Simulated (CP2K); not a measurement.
Consider borylpyrazine at its PBE geometry (Å).

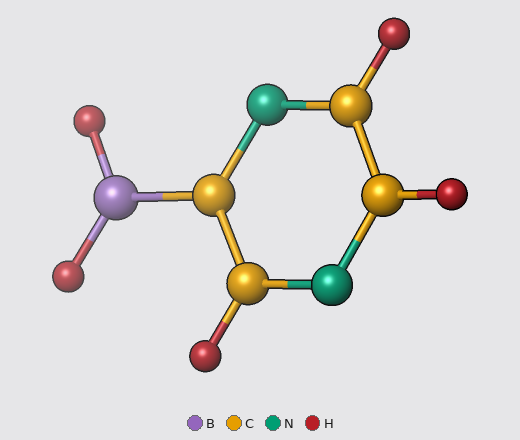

The molecule (boron purple, carbon orange, nitrogen teal, hydrogen red).

```xyz
12

B     2.2272   -0.1120    0.5124
C     0.7194   -0.0251    0.1792
C     0.0714   -1.0160   -0.5881
N    -1.2327   -0.9802   -0.9086
C    -1.9054    0.0832   -0.4480
C    -1.2896    1.0878    0.3167
N     0.0061    1.0485    0.6365
H     2.7385    0.7532    1.1569
H     2.8639   -1.0458    0.1160
H     0.6370   -1.8758   -0.9566
H    -2.9697    0.1374   -0.6920
H    -1.8662    1.9445    0.6756
```

Method: CP2K XAS_TDP, all-electron GAPW, PBEh(45%), aug-cc-pVDZ, TDA, GW2X-corrected core level, no relativity.

Predict the bright core excitations at the C K edge.

Leading lines: C2 286.12 eV, C3 286.88 eV, C5 286.80 eV and C6 287.31 eV. The leading line of an atom is its first one with 35 % of the strongest within 2.5 eV of its lowest line over the strength cut. Core ionisation energies at this level: C3 293.32, C5 293.43, C2 292.42 and C6 293.25 eV.

The first six lines of each atom with a strength over 0.0015:

```csv
atom,energy (eV),states,"strength, one atom",above the computed threshold
"C2 (bonded to B, C and N)",286.12,1,0.0291,
,288.95,1,0.0284,
,291.94,1,0.0021,
,292.28,1,0.0019,
,292.88,1,0.0041,yes
,292.93,1,0.0041,yes
"C3 (bonded to C, N and H)",286.88,1,0.0556,
,291.42,1,0.0122,
,292.27,1,0.0040,
,292.74,1,0.0024,
,292.93,2,0.0019,
,293.16,1,0.0022,
"C5 (bonded to C, N and H)",286.80,1,0.0507,
,289.28,1,0.0020,
,291.27,1,0.0132,
,291.41,1,0.0073,
,292.45,1,0.0031,
,293.43,1,0.0020,
"C6 (bonded to C, N and H)",287.31,1,0.0475,
,288.31,1,0.0057,
,291.13,1,0.0126,
,291.38,1,0.0037,
,292.26,1,0.0035,
,292.65,1,0.0048,
```

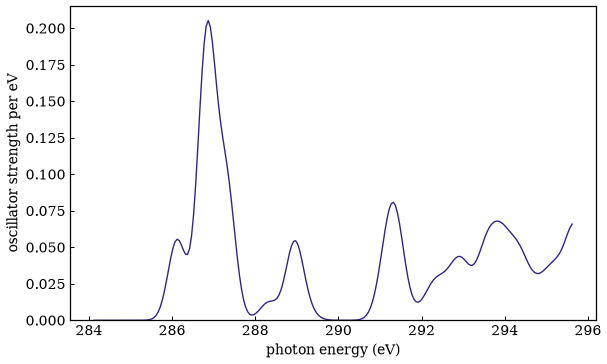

All atoms added, broadened by 0.5 eV.

Lines are vertical, at one geometry, with no vibrational structure. GW2X ionisation energies and lines can be off by 1 to 2 eV either way, and a good line position may hide errors that cancel. These values hold no scalar relativity, about 0.1 eV for C 1s. Rydberg lines, and the discretised continuum above threshold, depend on the basis and the box.

[Banner, clock and machine lines of the logs are left out without a mark of their own.]

[Logs are printed without paths, hosts, clocks, repeated set-up lines and the standing remarks that a program may print on its own settings, such as how far it seeks lower states.]

[Hosts, paths, dates, database ids (printed as entryN), source tags and the programs' standing remarks are cut or masked in the printed files.]
